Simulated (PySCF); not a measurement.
The calculation's input:

```
{"job": {"kind": "nmr", "xc": "B3LYP", "basis": "pcSseg-1", "pop": false}, "charge": 0, "multiplicity": 1}
B      0.582819     1.191095     0.697512
O      0.656493     1.062022    -0.613688
C     -0.427548     0.765631    -1.457068
H      1.590105     1.449583     1.235838
H     -0.434237     1.076993     1.289727
B      0.035066    -1.882940     0.977590
H     -1.081127    -1.894372     0.644092
H      0.303743    -1.806375     2.107280
H      0.879520    -2.025640     0.188792
H     -0.223982    -0.176917    -1.970026
H     -1.363956     0.679294    -0.899448
H     -0.516895     1.561627    -2.200600
```

Run with:

```sh
OMP_NUM_THREADS=1 python ens_run.py task.json out
```

Geometry: GFN2-xTB.

All numbers below come from PySCF, B3LYP/pcSseg-1, SCF density, gas phase, non-relativistic.

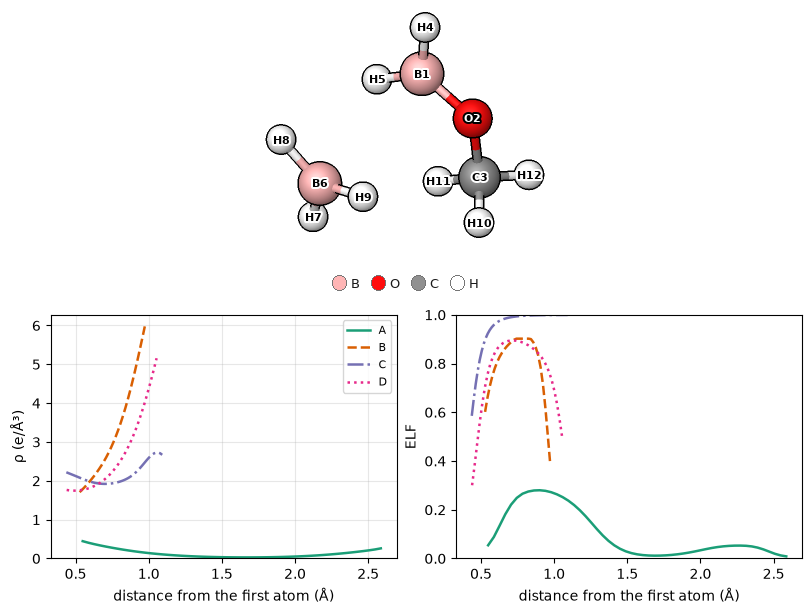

CH5BO···BH3 (diborane mono OMe). Total electron density and ELF along straight lines between neighbouring atoms. The curves leave out the atomic cores. The structure is drawn too.

> Which curve belongs to which contact (B–B, B–O, C–H and C–O)? The first atom named is at distance zero.

Curve A: B1···B6 (3.13 Å): the density falls to about 0.03 e/Å³ on the way; the ELF is about 0 at the midpoint. Curve B: B–O (1.32 Å): ρ at the midpoint is about 2.3 e/Å³; the ELF peaks at about 0.90 between the atoms: a polar covalent bond. Curve C: C–H (1.09 Å): the density is about 2.1 e/Å³ at the midpoint; the ELF climbs to about 1 towards the hydrogen, as it does in any bond to H (an ordinary covalent bond to hydrogen). Curve D: C–O (1.41 Å): the density is about 2.1 e/Å³ at the midpoint, with its minimum of 1.7 e/Å³ about 0.5 Å from C; the ELF peaks at about 0.90 between the atoms: a polar covalent bond.
